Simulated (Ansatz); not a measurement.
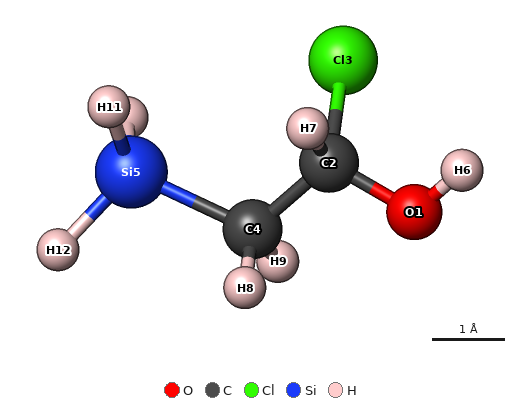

Fig. 1: The structure as given in the input (ball-and-stick view, seen at a tilt; atoms are numbered from 1 in the order of the input). Bond lengths as drawn: C–C 1.50 Å, C–Cl 1.83 Å, C–H 1.09 to 1.10 Å, C–O 1.38 Å, C–Si 1.89 Å, H–O 0.96 Å and H–Si 1.48 to 1.49 Å.

## Run report: C2H7ClOSi, single-point calculation

The run: single-point calculation of C2H7ClOSi, SMILES OC(Cl)C[SiH3]. Method and program: RKS TPSS/pcseg-2 (Ansatz 0.2.0).

The geometry comes from this level: PBE0-D4/def2-TZVP.

Input file:
```yaml
crystal:
  periodic: [false, false, false]
  atoms:
    - {symbol: O, position_ang: [-1.769794, -0.851690, 1.237708]}
    - {symbol: C, position_ang: [-0.944897, 0.055446, 0.612235]}
    - {symbol: Cl, position_ang: [-0.192168, 1.185278, 1.840481]}
    - {symbol: C, position_ang: [0.132871, -0.678013, -0.136009]}
    - {symbol: Si, position_ang: [1.388276, 0.420794, -1.014339]}
    - {symbol: H, position_ang: [-2.488589, -0.379588, 1.670035]}
    - {symbol: H, position_ang: [-1.499350, 0.739477, -0.036251]}
    - {symbol: H, position_ang: [-0.360896, -1.311181, -0.881386]}
    - {symbol: H, position_ang: [0.649897, -1.346986, 0.558198]}
    - {symbol: H, position_ang: [2.415227, 0.945683, -0.083370]}
    - {symbol: H, position_ang: [0.685560, 1.556721, -1.669867]}
    - {symbol: H, position_ang: [2.060862, -0.391239, -2.063434]}
basis:
  gaussian: {orbitals: pcseg-2}
hamiltonian: {xc: {name: TPSS}}
output: {forces: true}
```

Launch command:
```bash
ansatz run in.yaml --threads 4 --pin off --events-out ev --progress --plain --max-ram 10444MiB
```

Log:
```
Error: YAML parse error: error: line 18 column 19: hamiltonian.xc: no functional is named "TPSS"; the names, which are not case-sensitive, are SVWN5, SPW92, PBE, PBE0, PBEsol, revPBE, revPBE0, RPBE, rPW86-PBE, HSE06, wPBEh, LC-wPBE, HISS, HF, BLYP, B3LYP, B3LYP5, BHLYP, CAM-B3LYP, r2SCAN, r2SCANh, r2SCAN0, r2SCAN50, m-r2SCAN, B97, wB97, wB97X, wB97X-V, B97M-V, wB97M-V, B2PLYP, B2GP-PLYP, PBE0-DH, PBE-QIDH
  --> <input>:18:19
   |
16 | basis:
17 |   gaussian: {orbitals: pcseg-2}
18 | hamiltonian: {xc: {name: TPSS}}
   |                   ^ hamiltonian.xc: no functional is named "TPSS"; the names, which are not case-sensitive, are SVWN5, SPW92, PBE, PBE0, PBEsol, revPBE, revPBE0, RPBE, rPW86-PBE, HSE06, wPBEh, LC-wPBE, HISS, HF, BLYP, B3LYP, B3LYP5, BHLYP, CAM-B3LYP, r2SCAN, r2SCANh, r2SCAN0, r2SCAN50, m-r2SCAN, B97, wB97, wB97X, wB97X-V, B97M-V, wB97M-V, B2PLYP, B2GP-PLYP, PBE0-DH, PBE-QIDH
19 | output: {forces: true}
   |
```

Outcome:

| quantity | value |
| --- | --- |
| outcome | refused by the program |
| hardware | 4 threads of Arm Neoverse V1, 23 GiB of memory available, shared host |

This input holds a deliberate fault: method. The program refused the input: “YAML parse error: error: line 18 column 19: hamiltonian.xc: no functional is named "TPSS" …”
